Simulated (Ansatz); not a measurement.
C2H8Si···H2O

Input file:

```
crystal:
  periodic: [false, false, false]
  atoms:
    - { symbol: Si, position_ang: [-0.863483, -0.262526, -0.337078] }
    - { symbol: C, position_ang: [0.462203, -1.514798, 0.114201] }
    - { symbol: H, position_ang: [-1.913232, -0.978298, -1.129477] }
    - { symbol: H, position_ang: [-1.568518, 0.239457, 0.88423] }
    - { symbol: C, position_ang: [-0.173199, 1.161209, -1.348101] }
    - { symbol: H, position_ang: [0.734081, 0.014162, 1.911574] }
    - { symbol: O, position_ang: [0.969739, 0.949526, 1.813168] }
    - { symbol: H, position_ang: [0.19259, -2.113259, 0.994582] }
    - { symbol: H, position_ang: [0.594672, -2.224815, -0.711944] }
    - { symbol: H, position_ang: [1.435426, -1.04306, 0.290092] }
    - { symbol: H, position_ang: [-0.96229, 1.860415, -1.649192] }
    - { symbol: H, position_ang: [0.312321, 0.792316, -2.26033] }
    - { symbol: H, position_ang: [0.572649, 1.704567, -0.757938] }
    - { symbol: H, position_ang: [0.20684, 1.415205, 2.186212] }
basis:
  gaussian: { orbitals: "6-31G*" }
hamiltonian:
  xc: r2scan
  dispersion: d4
relax:
  f_tol: 0.03
  max_steps: 50
output:
  orbitals: {}
```

Command:

```sh
ansatz run input.yaml --threads 2 --pin off --max-ram 3072MiB --backend cpu --events-out ev --progress --plain --runs-dir out
```

The fields are those of the run's last geometry, not of the input's.

All numbers below come from RKS r2SCAN-D4/6-31G* in Ansatz.

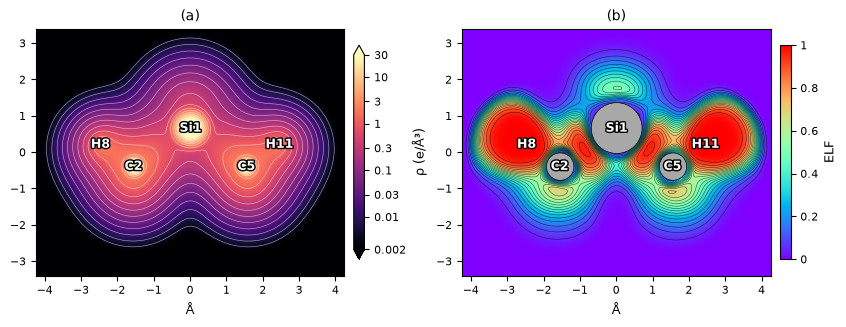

Figure 1. (a) total electron density; (b) electron localisation function on the plane of atoms Si1, C2 and H8. Grey discs cover the atomic cores in the ELF map.

Q: Interpret the plot.

A:
- The plane passes through Si, C and H nuclei.
- C–Si (1.88 Å): the density is about 0.94 e/Å³ at the midpoint; the ELF peaks at about 0.95 between the atoms: a covalent bond.
- C–H (1.10 Å): the density is about 1.9 e/Å³ at the midpoint; the ELF climbs to about 1 towards the hydrogen, as it does in any bond to H (a covalent bond by its length).

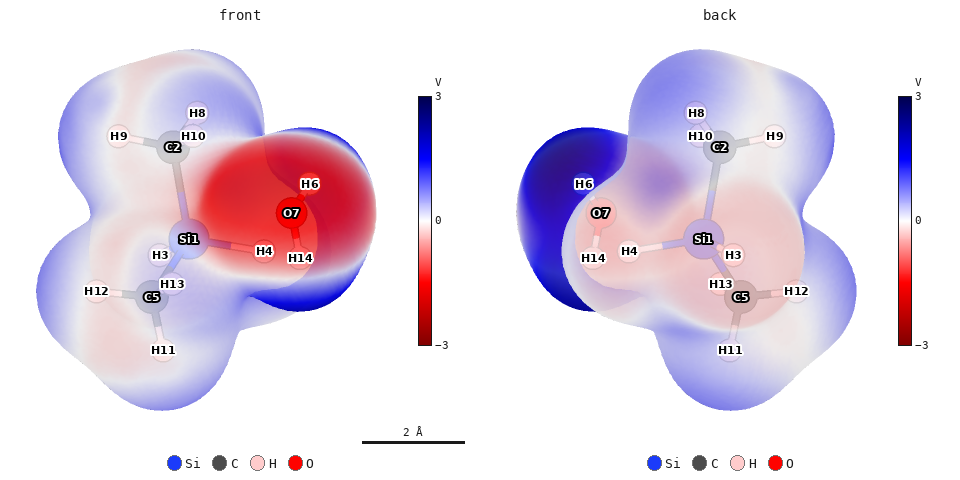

Figure 2. The electrostatic potential painted on the density surface at 0.002 e/bohr³, seen from the front and from behind; red is negative and blue positive.

Q: Which sites attract a positive test charge, and which a negative one?

A: A positive charge is drawn to the negative regions and a negative charge to the positive ones. The most negative region (about −1.7 V, or −39 kcal/mol for a unit charge) lies over O7, the most positive (about +2.3 V, or +53 kcal/mol for a unit charge) over H6 and H14. O7 is the likeliest acceptor of a hydrogen bond.

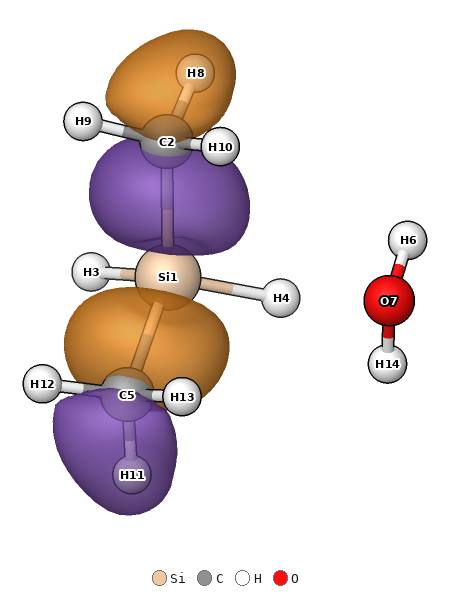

Figure 3. The HOMO−1 at ±0.15 Å⁻³ᐟ² (orange and purple are the two phases), seen at a tilt.

Q: Where does this orbital lie, and at what energy?

A: By Hirshfeld shares it lies mainly on C5 (about 30 %), C2 (about 25 %) and Si1 (about 25 %). Its energy is −7.65 eV.
